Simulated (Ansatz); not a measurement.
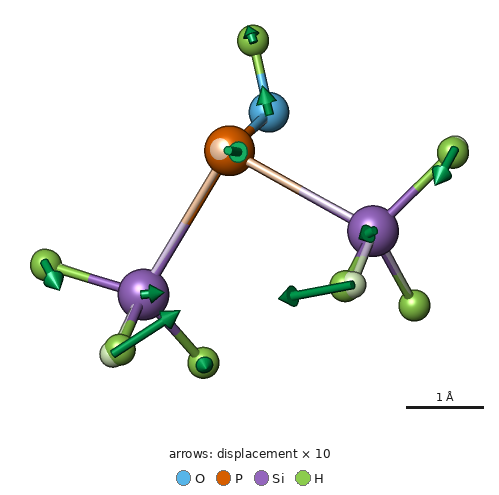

A relaxation of Si2PH7O. The starting structure is drawn faded, the final one solid; green arrows show the displacements, magnified 10 times. The two geometries are superimposed by the best rigid fit.

Style: ball-and-stick. Shown at a tilt.

The start comes from PBE-D4/def2-SVP.

Method: RKS PBE0-D4/def2-TZVP in Ansatz 0.2.0.

Input file:
```yaml
crystal:
  periodic: [false, false, false]
  atoms:
    - {symbol: O, position_ang: [-0.470818, 1.928547, -0.249230]}
    - {symbol: P, position_ang: [0.807117, 0.773718, -0.334563]}
    - {symbol: Si, position_ang: [0.466622, -0.173993, 1.711323]}
    - {symbol: Si, position_ang: [-0.304196, -0.797855, -1.558673]}
    - {symbol: H, position_ang: [-0.085613, 2.785783, -0.514025]}
    - {symbol: H, position_ang: [0.930236, 0.798184, 2.761409]}
    - {symbol: H, position_ang: [1.296448, -1.428749, 1.796250]}
    - {symbol: H, position_ang: [-0.980545, -0.506832, 1.959800]}
    - {symbol: H, position_ang: [-1.666339, -1.114653, -1.001904]}
    - {symbol: H, position_ang: [-0.460688, -0.271273, -2.958983]}
    - {symbol: H, position_ang: [0.533376, -2.049976, -1.590804]}
basis:
  gaussian: {orbitals: def2-TZVP}
hamiltonian: {xc: pbe0, dispersion: d4}
relax: {f_tol: 0.005, max_steps: 150}
```

Run as
```bash
ansatz run in.yaml --threads 4 --pin off --events-out ev --progress --plain --max-ram 10444MiB
```

**Which element moves most?**

Hydrogen: up to 0.12 Å, against 0.06 Å for phosphorus.

**What did the optimiser do to the structure, and how much energy did it gain?**

The atom that moves furthest after the best rigid fit is H11 (0.12 Å). Largest moves by element: H 0.12 Å, P 0.06 Å, O 0.04 Å, Si 0.03 Å. Some distances before and after: O1–P2 1.725 → 1.679 Å, P2–Si3 2.280 → 2.255 Å, Si3–H7 1.507 → 1.488 Å, Si3–H6 1.504 → 1.486 Å. Among the angles between lasting bonds that change: O1–P2–Si3 97.1° → 99.8°, P2–O1–H5 106.4° → 109.0°. After 8 accepted moves (9 points after the start) the energy has fallen by 5.52 kJ/mol. Largest force component: 1 eV/Å at the start, 0.0038 eV/Å at the end. The line search rejected the trial step at point 7 of the run. The run took 28 s on 4 threads of Arm Neoverse V2, on a shared host.
